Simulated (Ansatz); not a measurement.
# Cl2FGeH2N: rigid torsion scan, by script

The task is a rigid torsion scan, for Cl2FGeH2N. SMILES: [NH2][Ge]([F])([Cl])[Cl].

Program: the Python package of Ansatz 0.2.0. Level of theory: r2SCAN0/def2-SVP. These are calculated values, not measurements.

**1. The structure**

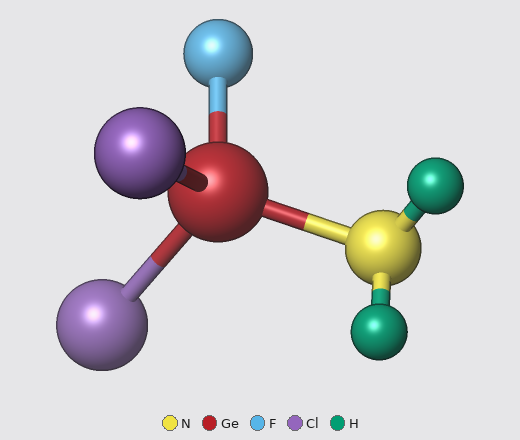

The structure that the script starts from, seen from a chosen angle (nitrogen yellow, germanium red, fluorine blue, chlorine purple, hydrogen teal).

The script holds or builds the structure itself.

**2. The code**

torsion_cl2fgeh2n.py

```python
"""Rigid torsion scan of Cl2FGeH2N."""

import warnings

import ansatz as az
from ase import Atoms

BASIS = "def2-SVP"
FUNCTIONAL = "r2scan0"
FORCE_TOL = 0.02

warnings.simplefilter("ignore", az.DeckWarning)

atoms = Atoms(["N", "Ge", "F", "Cl", "Cl", "H", "H"], positions=[
    [-0.2209, 0.5051, 1.1349],
    [0.1076, -0.4986, -0.3734],
    [1.3331, -1.6552, 0.0154],
    [-1.6028, -1.5386, -0.9929],
    [0.7959, 0.7677, -2.0053],
    [0.6019, 1.0953, 1.3476],
    [-0.9536, 1.2563, 0.828],
])

# relax first, so that the scan starts from a minimum
first = (
    az.Crystal.molecule_from_ase(atoms).calculation()
    .basis(gaussian=BASIS)
    .functional(FUNCTIONAL)
    .relax(force_tolerance=FORCE_TOL, max_steps=80)
)
atoms.positions = first.run(threads=1).report["positions_ang"]

start = atoms.get_dihedral(2, 1, 0, 5)
energies = {}
for turn in range(0, 360, 40):
    turned = atoms.copy()
    turned.set_dihedral(2, 1, 0, 5, start + turn, indices=[0, 5, 6])
    base = (
        az.Crystal.molecule_from_ase(turned).calculation()
        .basis(gaussian=BASIS)
        .functional(FUNCTIONAL)
    )
    energies[round((start + turn) % 360)] = base.run(threads=1).report["free_energy_ev"]
floor = min(energies.values())
print("dihedral F2-Ge1-N0-H5 (deg)   E - E(min) (kcal/mol)")
for angle, e in sorted(energies.items()):
    print(f"{angle:8d} {23.060548 * (e - floor):14.3f}  " + "#" * int(30 * (e - floor) / max(max(energies.values()) - floor, 1e-9)))
```

**3. The calls as engine input**

The engine receives this input (first run):

```yaml
crystal:
  periodic: [false, false, false]
  atoms:
    - { symbol: "N", position_ang: [-0.2209, 0.5051, 1.1349] }
    - { symbol: Ge, position_ang: [0.1076, -0.4986, -0.3734] }
    - { symbol: F, position_ang: [1.3331, -1.6552, 0.0154] }
    - { symbol: Cl, position_ang: [-1.6028, -1.5386, -0.9929] }
    - { symbol: Cl, position_ang: [0.7959, 0.7677, -2.0053] }
    - { symbol: H, position_ang: [0.6019, 1.0953, 1.3476] }
    - { symbol: H, position_ang: [-0.9536, 1.2563, 0.828] }
basis:
  gaussian:
    orbitals: def2-SVP
hamiltonian:
  xc: r2scan0
relax:
  f_tol: 0.02
  max_steps: 80
```

**4. Running it**

Command:

```
python torsion_cl2fgeh2n.py
```

The program printed:

```text
dihedral F2-Ge1-N0-H5 (deg)   E - E(min) (kcal/mol)
      33          0.624  ###########
      73          0.000
     113          0.606  ###########
     153          1.613  ##############################
     193          1.601  #############################
     233          0.841  ###############
     273          0.722  #############
     313          1.356  #########################
     353          1.465  ###########################
```

It took 3.5 min on 1 thread of Arm Neoverse V2, shared host; peak memory 0.36 GiB.

**5. The relaxation of run 0, step by step**

The steps of the relaxation:

| step | E - E(step 1) (eV) | largest force component (eV/Å) |
| --- | --- | --- |
| 1 | 0.0000 | 1.9791 |
| 2 | -0.1805 | 0.8143 |
| 3 | -0.2235 | 0.4008 |
| 4 | -0.2381 | 0.1263 |
| 5 | -0.2439 | 0.0355 |
| 6 | -0.2452 | 0.0441 |
| 7 | -0.2456 | 0.0539 |
| 8 | -0.2460 | 0.0351 |
| 9 | -0.2469 | 0.0147 |
| 10 | -0.2204 | 1.0754 |
| 11 | -0.2473 | 0.0154 |
| 12 | -0.2458 | 0.2692 |
| 13 | -0.2477 | 0.0381 |
| 14 | -0.2477 | 0.1073 |
| 15 | -0.2480 | 0.0496 |
| 16 | -0.2482 | 0.0116 |

Step 1 is the start. Steps 10, 12 were tried and not accepted.

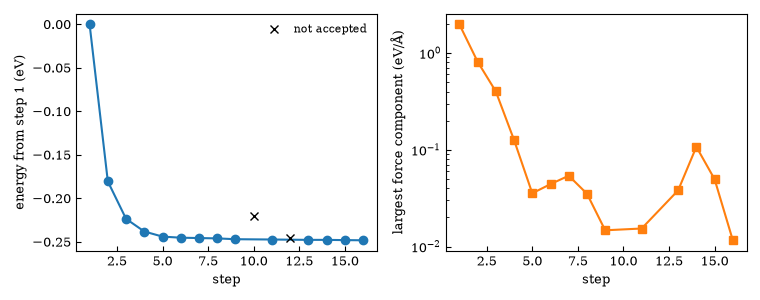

Energy and largest force along the relaxation.

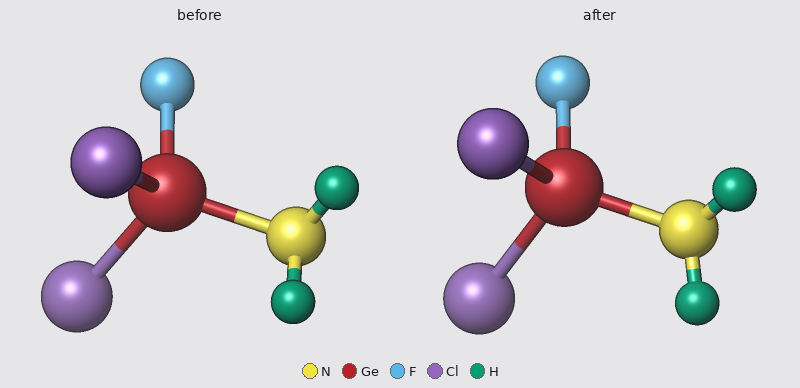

The structure before (left) and after (right) the relaxation, drawn at the same scale.

Before: Bond lengths: N1–Ge2 1.841 Å, Ge2–F3 1.729 Å, Ge2–Cl4 2.095 Å, Ge2–Cl5 2.177 Å, N1–H6 1.035 Å, N1–H7 1.093 Å. Angles: N1–Ge2–F3 107.9°, N1–Ge2–Cl4 111.5°, N1–Ge2–Cl5 110.7°, F3–Ge2–Cl4 108.2°, F3–Ge2–Cl5 109.5°, Cl4–Ge2–Cl5 109.0°, Ge2–N1–H6 109.7°, Ge2–N1–H7 105.3°, H6–N1–H7 101.5°.

After: Bond lengths: N1–Ge2 1.780 Å, Ge2–F3 1.712 Å, Ge2–Cl4 2.117 Å, Ge2–Cl5 2.129 Å, N1–H6 1.012 Å, N1–H7 1.011 Å. Angles: N1–Ge2–F3 108.8°, N1–Ge2–Cl4 108.9°, N1–Ge2–Cl5 116.2°, F3–Ge2–Cl4 108.7°, F3–Ge2–Cl5 104.3°, Cl4–Ge2–Cl5 109.6°, Ge2–N1–H6 117.1°, Ge2–N1–H7 115.7°, H6–N1–H7 111.1°.

Run 0 is this relaxation; the runs after it count from 1.

**6. What each run gave**

From the records of these 9 runs:

| run | turn (°) | energy from run 1 (eV) | SCF cycles | CPU time (s) |
| --- | --- | --- | --- | --- |
| 1 | 0 | 0.0000 | 17 | 7.4 |
| 2 | 40 | 0.0263 | 17 | 7.4 |
| 3 | 80 | 0.0699 | 17 | 7.3 |
| 4 | 120 | 0.0694 | 17 | 7.4 |
| 5 | 160 | 0.0364 | 17 | 7.4 |
| 6 | 200 | 0.0313 | 17 | 7.5 |
| 7 | 240 | 0.0588 | 17 | 7.4 |
| 8 | 280 | 0.0635 | 17 | 7.5 |
| 9 | 320 | 0.0270 | 18 | 7.5 |

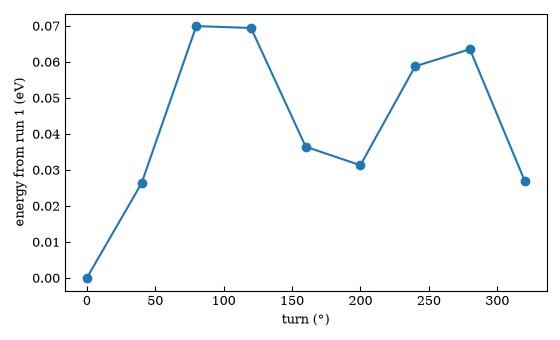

Energy against turn; lines join the points.

**7. What came out**

| quantity | value |
| --- | --- |
| runs compared | 9 |
| range of energy | 0.070 eV |
| lowest point, turn (°) | 0 |

The lowest point lies at a turn of 0°, the highest 0.070 eV (6.7 kJ/mol) above it at 80°. The grid can miss the true lowest and highest points, and the rest of the molecule is held rigid. Run 0: The relaxation took 13 moves; the largest shift is 0.395 Å, of atom 7 (H). The scan is rigid and the energies are electronic, in a modest basis. With rigid groups the curve can differ much from the relaxed path, the start wasn't checked as a minimum of this torsion, and equivalent turns needn't return to the same energy.
